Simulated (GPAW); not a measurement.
# Quasiparticle gap of CdTe (F-43m) in GPAW

Wanted: ground state, empty states, screening and self-energy for CdTe (F-43m).

Method: LDA and many-body steps on it, plane waves, in GPAW 26.7.0.

The database entry behind the starting cell differs from later determinations by our own check (an axis about 1.1 % short against later determinations), so it need not match the best structure at ambient conditions.

**1. Starting point**

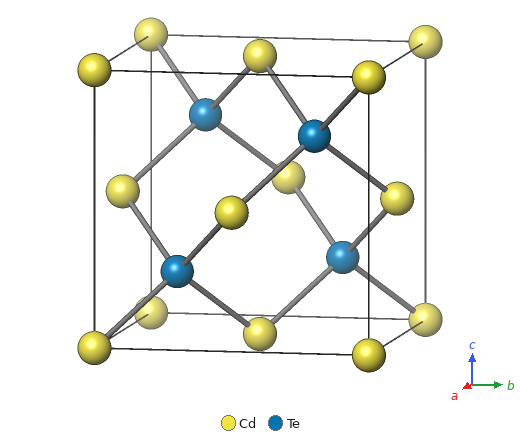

The cell as given, slightly off an axis (cadmium yellow, tellurium blue). This picture shows the conventional cell, with its axes. Bonds to atoms that aren't drawn are left out. Some periodic images of atoms are drawn too.

The cell and positions come from the Crystallography Open Database and are kept as given unless a step says otherwise. Spin-orbit coupling is left out unless a step names it.

**2. Ground state**

This step: GPAW 26.7.0; DFT, LDA, plane waves, PAW.

The ground-state density comes first.

File run.py:

```python
import json
import numpy as np
from gpaw.mpi import world
from ase import Atoms
from gpaw import GPAW, PW, FermiDirac

atoms = Atoms(['Cd', 'Te'],
    cell=[[0.0000000000, 3.2050000000, 3.2050000000],
      [3.2050000000, 0.0000000000, 3.2050000000],
      [3.2050000000, 3.2050000000, 0.0000000000]],
    scaled_positions=[[0.0000000000, 0.0000000000, 0.0000000000],
      [0.2500000000, 0.2500000000, 0.2500000000]],
    pbc=(True, True, True))
calc = GPAW(mode=PW(450),
    xc='LDA',
    kpts={'size': (6, 6, 6), 'gamma': True},
    occupations=FermiDirac(0.001),
    nbands=-7,
    convergence={'density': 1e-6, 'bands': -3},
    maxiter=100,
    txt='gs.txt')
atoms.calc = calc
res = {'energy': atoms.get_potential_energy()}
kpts = calc.get_ibz_k_points()
res['kpts'] = kpts
res['eigenvalues'] = [calc.get_eigenvalues(kpt=k) for k in range(len(kpts))]
res['n_electrons'] = calc.get_number_of_electrons()
calc.write('gs.gpw')

if world.rank == 0:
    with open('result.json', 'w') as f:
        json.dump(res, f, default=lambda x: x.tolist())
```

Started as:

```bash
mpirun -n 4 gpaw python run.py
```

Numbers of over 12 decimals in the logs are rounded to 6 here.

Output:

```text
__  _  _
 | _ |_)|_||  |
 |__||  | ||/\| - 26.7.0

Input parameters:
  mode=PW(ecut=450.000000),
  convergence={'density': 1e-06, 'bands': -3},
  kpts=MonkhorstPack(size=(6, 6, 6), gamma=True),
  maxiter=100,
  nbands=-7,
  occupations=Occupations(name='fermi-dirac', width=0.001, fixmagmom=False),
  xc=XC(name='LDA')
  [... matrices ...]
Diagonalizing LCAO Hamiltonian
Converting LCAO to pw mode

            Te

       Cd

Atoms  # Å, Bohr magnetons
|   | symbol |        x |        y |        z |    initial magnetic moments |
| 0 |     Cd | 0.000000 | 0.000000 | 0.000000 | ( 0.0000,  0.0000,  0.0000) |
| 1 |     Te | 1.602500 | 1.602500 | 1.602500 | ( 0.0000,  0.0000,  0.0000) |

Unit cell  # Å
| periodic |        x |        y |        z |  lengths |    angles |
|      yes | 0.000000 | 3.205000 | 3.205000 | 4.532554 | 60.000000 |
|      yes | 3.205000 | 0.000000 | 3.205000 | 4.532554 | 60.000000 |
|      yes | 3.205000 | 3.205000 | 0.000000 | 4.532554 | 60.000000 |

Number of symmetries: 24
Symmetry operations  # r_c * U_cc + t_c -> r_c
|    | kind |            matrix            |
|  0 |  E   |  1, 0, 0,  0, 1, 0,  0, 0, 1 |
|  1 |  σ   |  1, 0, 0,  0, 0, 1,  0, 1, 0 |
|  2 |  σ   |  1, 0,-1,  0, 1,-1,  0, 0,-1 |
|  3 |  C3  |  1, 0,-1,  0, 0,-1,  0, 1,-1 |
|  4 |  C3  |  1,-1, 0,  0,-1, 1,  0,-1, 0 |
|  5 |  σ   |  1,-1, 0,  0,-1, 0,  0,-1, 1 |
|  6 |  σ   |  0, 1, 0,  1, 0, 0,  0, 0, 1 |
|  7 |  C3  |  0, 1, 0,  0, 0, 1,  1, 0, 0 |
|  8 |  C2  |  0, 1,-1,  1, 0,-1,  0, 0,-1 |
|  9 |  S4  |  0, 1,-1,  0, 0,-1,  1, 0,-1 |
| 10 |  C3  |  0, 0, 1,  1, 0, 0,  0, 1, 0 |
| 11 |  σ   |  0, 0, 1,  0, 1, 0,  1, 0, 0 |
| 12 |  S4  |  0, 0,-1,  1, 0,-1,  0, 1,-1 |
| 13 |  C3  |  0, 0,-1,  0, 1,-1,  1, 0,-1 |
| 14 |  S4  |  0,-1, 1,  1,-1, 0,  0,-1, 0 |
| 15 |  C2  |  0,-1, 1,  0,-1, 0,  1,-1, 0 |
| 16 |  C3  |  0,-1, 0,  1,-1, 0,  0,-1, 1 |
| 17 |  S4  |  0,-1, 0,  0,-1, 1,  1,-1, 0 |
| 18 |  S4  | -1, 1, 0, -1, 0, 1, -1, 0, 0 |
| 19 |  C3  | -1, 1, 0, -1, 0, 0, -1, 0, 1 |
| 20 |  C3  | -1, 0, 1, -1, 1, 0, -1, 0, 0 |
| 21 |  S4  | -1, 0, 1, -1, 0, 0, -1, 1, 0 |
| 22 |  σ   | -1, 0, 0, -1, 1, 0, -1, 0, 1 |
| 23 |  C2  | -1, 0, 0, -1, 0, 1, -1, 1, 0 |

BZ-sampling:
  Number of BZ points: 216
  Number of IBZ points: 16

  Monkhorst-Pack size: [6, 6, 6]
  Monkhorst-Pack shift: [0.083333, 0.083333, 0.083333]

K-points  # in reciprocal-cell coordinates
|     |                                coordinates |     weight |
|   0 | (  0.00000000,   0.00000000,   0.00000000) | 0.00462963 |
|   1 | (  0.16666667,   0.16666667,   0.00000000) | 0.02777778 |
|   2 | (  0.16666667,   0.16666667,   0.16666667) | 0.03703704 |
|   3 | (  0.33333333,   0.16666667,   0.16666667) | 0.05555556 |
|   4 | (  0.33333333,   0.33333333,  -0.33333333) | 0.05555556 |
|   5 | (  0.33333333,   0.33333333,   0.00000000) | 0.02777778 |
|   6 | (  0.33333333,   0.33333333,   0.16666667) | 0.11111111 |
|   7 | (  0.33333333,   0.33333333,   0.33333333) | 0.03703704 |
|   8 | (  0.50000000,   0.33333333,  -0.33333333) | 0.11111111 |
|   9 | (  0.50000000,   0.33333333,  -0.16666667) | 0.05555556 |
| ... |                                            |            |
|  15 | (  0.50000000,   0.50000000,   0.50000000) | 0.01851852 |

Plane wave coefficients: 1458
Cutoff: 450.000000 eV

Spin-components: 1 (collinear spins)
Bands:           16
Projectors:      11
Spin-degeneracy: 2
Datatype:        complex128

  Storage: CPU
  Wave functions: 5_779_456 bytes (1_444_864 per core)
  Projectors: 7_946_752 bytes (1_986_688 per core)
  [... matrices ...]
Parallelization:
  kpt:    4
  domain: 1
  band:   1

Density:
  Valence electrons: 18.0
  Components: 1
  Grid points: [24 24 24]
  Charge: 0.0  # |e|

Potential:
  Grid points: [24 24 24]

species:
  Cd:
    name:    Cadmium
    Z:       48.0
    valence: 12
    core:    36
    charge:  0.0  # [|e|]
    compensation charges:
      type: gauss
      rc: 0.38  # [Å]
      lmax: 2
    cutoffs:
      filter: 2.12  # [Å]
      core: 2.62  # [Å]
    projectors
    | kind |    occ | energy [eV] | rcut [Å] |
    |   5s |  2.000 |      -5.950 |    1.191 |
    |   5p |  0.000 |      -1.328 |    1.228 |
    |   4d | 10.000 |     -11.904 |    1.164 |
    |    s |        |      21.261 |    1.191 |
    |    p |        |      25.883 |    1.228 |
    |    d |        |      15.307 |    1.164 |

    Using partial waves for Cd as LCAO basis

  Te:
    name:    Tellurium
    Z:       52.0
    valence: 6
    core:    46
    charge:  0.0  # [|e|]
    compensation charges:
      type: gauss
      rc: 0.36  # [Å]
      lmax: 2
    cutoffs:
      filter: 2.09  # [Å]
      core: 3.17  # [Å]
    projectors
    | kind |    occ | energy [eV] | rcut [Å] |
    |   5s |  2.000 |     -15.337 |    1.180 |
    |   5p |  4.000 |      -6.113 |    1.196 |
    |    s |        |      11.875 |    1.180 |
    |    p |        |      21.098 |    1.196 |
    |    d |        |       0.000 |    1.238 |

    Using partial waves for Te as LCAO basis

Reference energy: -336673.462795  # eV

eigensolver:
  PPCG
  Converge bands: -3
  niter=2

density mixing:
  MSR1-Mixer
  Pratt-step length: 0.05
  Maximum mixing coefficient: 0.75
  Old densities: 10
  SVD Regularization: 0.005
  Good broyden scale: 1.0
  Trust region scale: 1.0
  Backstep threshold: 4.0
  History deletion threshold: 6.0
  Fourier metric: weight=20.0, sigma=0.015

occupation numbers:
  Fermi-Dirac:
    width: 0.0010  # eV

poisson solver:
  ecut: 3600.000000  # eV

xc functional:
  name: None

Initialization done in: 1.281 s

convergence criteria:
- Maximum integral of absolute [dens]ity change: 1e-06 electrons / valence electron
- Maximum [total energy] change in last 3 cyles: 0.0005 eV / valence electron
- Maximum integral of absolute [eigenst]ate change: 4e-08 eV^2 / valence electron
maximum number of iterations: 100

SCF iterations
|iter     |     time |      energy | eigst |  dens |
|iter:   1|  |   -6.525192 | +0.76 |       |
|iter:   2|  |   -6.481289 | -0.56 | -1.28 |
|iter:   3|  |   -6.304053 | -1.45 | -1.32 |
|iter:   4|  |   -6.297998 | -3.20 | -1.78 |
|iter:   5|  |   -6.296827c| -3.66 | -2.25 |
|iter:   6|  |   -6.296820c| -5.34 | -2.97 |
|iter:   7|  |   -6.296821c| -6.76 | -3.59 |
|iter:   8|  |   -6.296821c| -7.87c| -4.36 |
|iter:   9|  |   -6.296821c| -8.59c| -5.45 |
|iter:  10|  |   -6.296821c| -9.22c| -5.99 |
|iter:  11|  |   -6.296821c| -9.54c| -6.85c|

Converged in 11 steps
SCF loop duration: 1.040 s (0.095 s/step)
Energy contributions relative to reference atoms: (reference = -336673.462795)
  [... matrices ...]
Energy contributions:
  Kinetic:          17.527337
  Coulomb:         -15.919921
  Zero:              0.243768
  External:          0.000000
  Xc:               -8.148005
  Entropy:          -0.000000
  Spinorbit:         0.000000
  ----------------------------
  Free energy:      -6.296821
  Extrapolated:     -6.296821

dipole moment: (-25.949308, -25.949308, -25.949308)  # |e|*Ang

Fermi level: 4.046
Eigenvalues  # (at kpt = [0.000, 0.000, 0.000])
| band index |      eig [eV] | occ [0-2] |
|          0 |        -7.681 |     2.000 |
|          1 |        -4.573 |     2.000 |
|          2 |        -4.573 |     2.000 |
|          3 |        -4.573 |     2.000 |
|          4 |        -4.280 |     2.000 |
|          5 |        -4.280 |     2.000 |
|          6 |         3.777 |     2.000 |
|          7 |         3.777 |     2.000 |
|          8 |         3.777 |     2.000 |
|          9 |         4.385 |     0.000 |
|         10 |         8.267 |     0.000 |
|         11 |         8.267 |     0.000 |
|         12 |         8.267 |     0.000 |
|         13 |        11.030 |     0.000 |
|         14 |        13.357 |     0.000 |
|         15 |        13.357 |     0.000 |

Gap: 0.608 eV
Transition (v -> c):
  (s=0, k=0, n=8, [0.00, 0.00, 0.00]) -> (s=0, k=0, n=9, [0.00, 0.00, 0.00])
No difference between direct/indirect transitions
# Writing to gs.gpw (mode='')
  [... matrices ...]
```

Wall time 3.8 s (4 MPI ranks of Intel Xeon 6975P-C (Granite Rapids), shared host); peak memory 0.6 GiB; 14 s of CPU time.

Numbers from this step:

| Quantity | Value |
| --- | --- |
| total energy | -6.297 eV |
| gap | 0.6080 eV |
| k of the valence top | 0, 0, 0 |
| k of the conduction bottom | 0, 0, 0 |
| least direct gap | 0.6080 eV |

The gap is direct, at Γ.

**3. Bands along the symmetry lines**

The cheap functional maps the bands first; the places of the edges decide which points the dearer methods must see.

File run.py:

```python
import json
import numpy as np
from gpaw.mpi import world
from gpaw import GPAW

path = [[0.000000, 0.000000, 0.000000],
    [-0.062500, -0.062500, 0.000000],
    [-0.125000, -0.125000, 0.000000],
    [-0.187500, -0.187500, 0.000000],
    [-0.250000, -0.250000, 0.000000],
    [-0.312500, -0.312500, 0.000000],
    [-0.375000, -0.375000, 0.000000],
    [-0.437500, -0.437500, 0.000000],
    [-0.500000, -0.500000, 0.000000],
    [-0.484375, -0.484375, 0.031250],
    [-0.468750, -0.468750, 0.062500],
    [-0.453125, -0.453125, 0.093750],
    [-0.437500, -0.437500, 0.125000],
    [-0.421875, -0.421875, 0.156250],
    [-0.406250, -0.406250, 0.187500],
    [-0.390625, -0.390625, 0.218750],
    [-0.375000, -0.375000, 0.250000],
    [-0.375000, 0.000000, 0.375000],
    [-0.328125, 0.000000, 0.328125],
    [-0.281250, 0.000000, 0.281250],
    [-0.234375, 0.000000, 0.234375],
    [-0.187500, 0.000000, 0.187500],
    [-0.140625, 0.000000, 0.140625],
    [-0.093750, 0.000000, 0.093750],
    [-0.046875, 0.000000, 0.046875],
    [0.000000, 0.000000, 0.000000],
    [0.000000, 0.000000, 0.062500],
    [0.000000, 0.000000, 0.125000],
    [0.000000, 0.000000, 0.187500],
    [0.000000, 0.000000, 0.250000],
    [0.000000, 0.000000, 0.312500],
    [0.000000, 0.000000, 0.375000],
    [0.000000, 0.000000, 0.437500],
    [0.000000, 0.000000, 0.500000],
    [-0.062500, -0.031250, 0.468750],
    [-0.125000, -0.062500, 0.437500],
    [-0.187500, -0.093750, 0.406250],
    [-0.250000, -0.125000, 0.375000],
    [-0.312500, -0.156250, 0.343750],
    [-0.375000, -0.187500, 0.312500],
    [-0.437500, -0.218750, 0.281250],
    [-0.500000, -0.250000, 0.250000],
    [-0.500000, -0.281250, 0.218750],
    [-0.500000, -0.312500, 0.187500],
    [-0.500000, -0.343750, 0.156250],
    [-0.500000, -0.375000, 0.125000],
    [-0.500000, -0.406250, 0.093750],
    [-0.500000, -0.437500, 0.062500],
    [-0.500000, -0.468750, 0.031250],
    [-0.500000, -0.500000, 0.000000]]
calc = GPAW('gs.gpw').fixed_density(kpts=path,
    symmetry='off',
    nbands=19,
    convergence={'bands': 15},
    txt='bands.txt')
res = {}
kpts = calc.get_ibz_k_points()
res['kpts'] = kpts
res['eigenvalues'] = [calc.get_eigenvalues(kpt=k) for k in range(len(kpts))]
res['n_electrons'] = calc.get_number_of_electrons()

if world.rank == 0:
    with open('result.json', 'w') as f:
        json.dump(res, f, default=lambda x: x.tolist())
```

Started as:

```bash
mpirun -n 4 gpaw python run.py
```

Output:

```text
Diagonalizing LCAO Hamiltonian
Converting LCAO to pw mode
convergence criteria:
- Maximum integral of absolute [eigenst]ate change: 4e-08 eV^2 / valence electron
maximum number of iterations: 100

SCF iterations
|iter     |     time |      energy | eigst |  dens |
|iter:   1|  |             | +1.91 |       |
|iter:   2|  |             | +0.17 |       |
|iter:   3|  |             | -0.80 |       |
[...]
|iter:   8|  |             | -6.37 |       |
|iter:   9|  |             | -7.36 |       |
|iter:  10|  |             | -7.99c|       |
SCF steps: 10
  __  _  _
 | _ |_)|_||  |
 |__||  | ||/\| - 26.7.0

Input parameters:
  mode=PW(ecut=450.000000),
  convergence={'bands': 15},
  gpts=array([24, 24, 24]),
  kpts=KPoints(kpts=array([[ 0.      ,  0.      ,  0.      ],
         [-0.0625  , -0.0625  ,  0.      ],
         [-0.125   , -0.125   ,  0.      ],
         [-0.1875  , -0.1875  ,  0.      ],
[...]
[-0.484375, -0.484375,  0.03125 ],
[...]
[-0.453125, -0.453125,  0.09375 ],
[...]
[-0.421875, -0.421875,  0.15625 ],
[...]
[-0.390625, -0.390625,  0.21875 ],
[...]
[-0.328125,  0.      ,  0.328125],
[...]
[-0.234375,  0.      ,  0.234375],
[...]
[-0.140625,  0.      ,  0.140625],
[...]
[-0.046875,  0.      ,  0.046875],
         [ 0.      ,  0.      ,  0.      ],
         [ 0.      ,  0.      ,  0.0625  ],
         [ 0.      ,  0.      ,  0.125   ],
[...]
[ 0.      ,  0.      ,  0.4375  ],
         [ 0.      ,  0.      ,  0.5     ],
[...]
[-0.5     , -0.4375  ,  0.0625  ],
         [-0.5     , -0.46875 ,  0.03125 ],
         [-0.5     , -0.5     ,  0.      ]])),
  maxiter=100,
  nbands=19,
  occupations=Occupations(name='fermi-dirac', width=0.001, fixmagmom=False),
  parallel={},
  symmetry=Symmetry(point_group=False, time_reversal=False),
  xc=XC(name='LDA')
  [... matrices ...]
timing:  # [seconds]
  Total: 0.031  # ━━━━━━━━━━━━━━━━━━━━━━━━━━━━━━━━━━━━━━━━━━━━━━━━━━━━━━━━━━━
```

It took 5.7 s on 4 MPI ranks; peak memory 0.72 GiB; 22 s of CPU time.

Numbers from this step:

```yaml
gap: 0.6080 eV
k_of_the_valence_top: 0, 0, 0
k_of_the_conduction_bottom: 0, 0, 0
least_direct_gap: 0.6080 eV
```

The gap is 0.608 eV, as in the run before at this level.

The electronic bands at the labelled points (eV, zero at the top of the highest filled band):

```tsv
point	band 6	band 7	band 8	band 9	band 10	band 11	band 12	band 13
Γ	-8.06	0.00	0.00	0.00	0.61	4.49	4.49	4.49
X	-7.55	-4.55	-2.01	-2.01	2.38	2.55	8.79	9.16
U	-7.49	-4.46	-2.76	-1.67	2.74	4.45	7.27	7.46
jump to K	-7.49	-4.46	-2.76	-1.67	2.74	4.45	7.27	7.46
Γ	-8.06	0.00	0.00	0.00	0.61	4.49	4.49	4.49
L	-7.69	-4.70	-0.84	-0.84	1.67	5.11	5.11	6.87
W	-7.45	-4.43	-2.49	-2.39	4.26	4.56	5.45	6.18
X	-7.55	-4.55	-2.01	-2.01	2.38	2.55	8.79	9.16
```

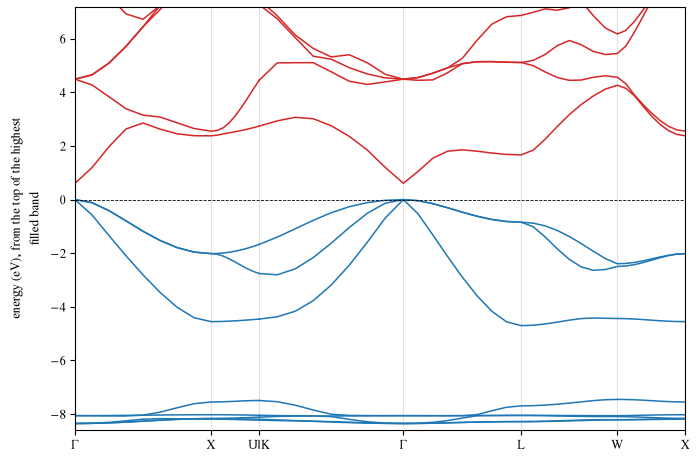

Electronic bands along the path; lines of filled and empty bands in two colours.

**4. Empty states on the mesh, 4×4×4 mesh, 786 bands**

The sums over transitions need many empty states on a uniform mesh; this step solves for them.

File run.py:

```python
import json
import numpy as np
from gpaw.mpi import world
from gpaw import GPAW

calc = GPAW('gs.gpw').fixed_density(kpts={'size': (4, 4, 4), 'gamma': True},
    parallel={'domain': 1, 'band': 1},
    txt='nscf.txt')
calc.diagonalize_full_hamiltonian(nbands=786)
calc.write('full.gpw', mode='all')
res = {}
kpts = calc.get_ibz_k_points()
res['kpts'] = kpts
res['eigenvalues'] = [calc.get_eigenvalues(kpt=k) for k in range(len(kpts))]
res['n_electrons'] = calc.get_number_of_electrons()

if world.rank == 0:
    with open('result.json', 'w') as f:
        json.dump(res, f, default=lambda x: x.tolist())
```

Started as:

```bash
mpirun -n 4 gpaw python run.py
```

Output:

```text
Diagonalizing LCAO Hamiltonian
Converting LCAO to pw mode
convergence criteria:
- Maximum integral of absolute [eigenst]ate change: 4e-08 eV^2 / valence electron
maximum number of iterations: 100

SCF iterations
|iter     |     time |      energy | eigst |  dens |
|iter:   1|  |             | +0.73 |       |
|iter:   2|  |             | -0.48 |       |
|iter:   3|  |             | -2.09 |       |
|iter:   4|  |             | -3.37 |       |
|iter:   5|  |             | -4.64 |       |
|iter:   6|  |             | -5.82 |       |
|iter:   7|  |             | -7.04 |       |
|iter:   8|  |             | -7.56c|       |
SCF steps: 8
  __  _  _
 | _ |_)|_||  |
 |__||  | ||/\| - 26.7.0

Input parameters:
  mode=PW(ecut=450.000000),
  convergence={'density': 1e-06, 'bands': -3},
  gpts=array([24, 24, 24]),
  kpts=MonkhorstPack(size=(4, 4, 4), gamma=True),
  maxiter=100,
  nbands=16,
  occupations=Occupations(name='fermi-dirac', width=0.001, fixmagmom=False),
  parallel={'domain': 1, 'band': 1},
  xc=XC(name='LDA')
Matrix size: 1427x1427
# Writing to full.gpw (mode='all')
  [... matrices ...]

timing:  # [seconds]
  Total: 4.050  # ━━━━━━━━━━━━━━━━━━━━━━━━━━━━━━━━━━━━━━━━━━━━━━━━━━━━━━━━━━━
```

Wall time 7.2 s (4 MPI ranks); peak memory 1.4 GiB.

Numbers from this step:

| Quantity | Value |
| --- | --- |
| gap | 0.6080 eV |
| k of the valence top | 0, 0, 0 |
| k of the conduction bottom | 0, 0, 0 |
| least direct gap | 0.6080 eV |
| k points computed | 8 |
| lowest point of the top converged band, above the valence top | 288.3022 eV |

On this mesh the gap is 0.608 eV.

(Part 1 of 2 ends here.)

[Paths, hosts, dates, memory and timing lines, banners, echoed tables and standing remarks are left out of the program output.]

[Logs are printed without paths, hosts, clocks, repeated set-up lines and the standing remarks that a program may print on its own settings, such as how far it seeks lower states.]

[Runs of the session that timed out or met a known fault of the program may be left out.]

[Hosts, paths, dates, database ids (printed as entryN), source tags and the programs' standing remarks are cut or masked in the printed files.]
